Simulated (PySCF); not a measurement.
# Excited-state calculation, with input and output: C3H11NSi2

C3H11NSi2, computed with TDA mPW1PW91/Sadlej pVTZ, vertical, gas phase, core orbitals frozen in the response (PySCF 2.14.0).

Some settings of this run were made unusual or wrong on purpose. The geometry comes from this level: GFN2-xTB.

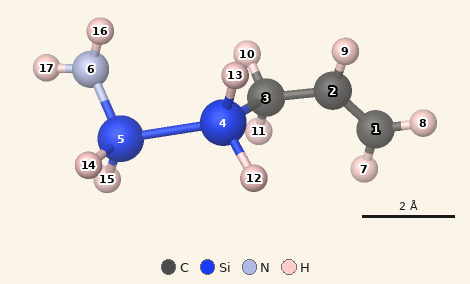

**Figure 1.** The structure as given in the input (ball-and-stick view, seen at a tilt; atoms are numbered from 1 in the order of the input). Bond lengths as drawn: C–C 1.32 to 1.48 Å, C–H 1.08 to 1.09 Å, C–Si 1.92 Å, H–N 1.01 Å, H–Si 1.47 to 1.48 Å, N–Si 1.73 Å and Si–Si 2.31 Å.

### Outcome

```json
{"quantity": "outcome", "value": "converged"}
{"quantity": "total energy", "value": "−754.687366 hartree"}
{"quantity": "HOMO", "value": "−6.97 eV"}
{"quantity": "LUMO", "value": "−0.52 eV"}
{"quantity": "dipole moment", "value": "1.37 D"}
{"quantity": "mean polarisability", "value": "106.24 a.u."}
{"quantity": "lowest excitation", "value": "5.45 eV"}
{"quantity": "hardware", "value": "1 CPU thread, shared host"}
{"quantity": "wall time", "value": "2.5 min"}
{"quantity": "peak memory", "value": "0.96 GiB"}
```

### Diagnosis

Some settings of this run were drawn to be unusual or wrong. It converged; results that depend on the unusual settings are not reference values.

### Input file
```
{"job": {"kind": "uv", "xc": "mPW1PW91", "basis": "Sadlej pVTZ", "nstates": 6, "ntriplets": 0, "tda": true, "scf": {"guess": "random", "max_cycle": 74}}, "charge": 0, "multiplicity": 1}
C     -3.329239    -0.170470     0.080451
C     -2.264507     0.600981     0.213906
C     -0.912295     0.121049     0.589903
Si     0.268360     0.126413    -0.919671
Si     2.328477    -0.738700    -0.349565
N      3.000067     0.296969     0.858751
H     -3.285453    -1.230305     0.273195
H     -4.286847     0.219119    -0.220467
H     -2.339150     1.661262     0.007803
H     -0.491654     0.761473     1.367105
H     -0.974050    -0.889800     0.994697
H     -0.390007    -0.648830    -1.981436
H      0.308178     1.512430    -1.423493
H      3.195836    -0.898895    -1.534190
H      2.316818    -2.048700     0.311861
H      2.970803     1.294455     0.722726
H      3.877665     0.043579     1.284257
```

The first line tells a small driver script what to run in PySCF; the rest is the geometry in Å.

Launched with:
```bash
OMP_NUM_THREADS=1 python <driver script> task.json out
```

### Output
```
final grid: 127560 points
cycle   1  E = -754.6188297717  dE =  3.632e-01  |g| = 5.345e-01  |ddm| = 2.398e+01
cycle   2  E = -754.5682615104  dE =  5.057e-02  |g| = 6.975e-01  |ddm| = 4.306e+00
cycle   3  E = -754.6861667685  dE = -1.179e-01  |g| = 6.828e-02  |ddm| = 2.191e+00
cycle   4  E = -754.6870637937  dE = -8.970e-04  |g| = 3.383e-02  |ddm| = 3.342e-01
cycle   5  E = -754.6873566147  dE = -2.928e-04  |g| = 5.535e-03  |ddm| = 1.730e-01
cycle   6  E = -754.6873638462  dE = -7.232e-06  |g| = 2.751e-03  |ddm| = 3.105e-02
cycle   7  E = -754.6873657748  dE = -1.929e-06  |g| = 6.229e-04  |ddm| = 9.090e-03
cycle   8  E = -754.6873658780  dE = -1.033e-07  |g| = 1.372e-04  |ddm| = 2.884e-03
cycle   9  E = -754.6873658831  dE = -5.025e-09  |g| = 3.823e-05  |ddm| = 9.438e-04
cycle  10  E = -754.6873658834  dE = -3.563e-10  |g| = 8.553e-06  |ddm| = 2.566e-04
converged SCF energy = -754.6873658834

Static polarisability (au): isotropic 106.243, principal 90.036 91.371 137.321

Singlet excitations
state   eV       nm        f      main configurations
  1   5.4536    227.3   0.00360   H->L 0.56, H-1->L 0.41
  2   5.8273    212.8   0.01221   H-1->L 0.55, H->L 0.40
  3   5.9381    208.8   0.00503   H->L+1 0.84, H->L+2 0.12
  4   6.3128    196.4   0.17909   H-1->L+1 0.34, H->L+2 0.32, H->L+5 0.09
  5   6.3951    193.9   0.02765   H->L+3 0.72, H->L+4 0.12
  6   6.4079    193.5   0.10434   H->L+4 0.29, H->L+2 0.23, H-1->L+2 0.12
```
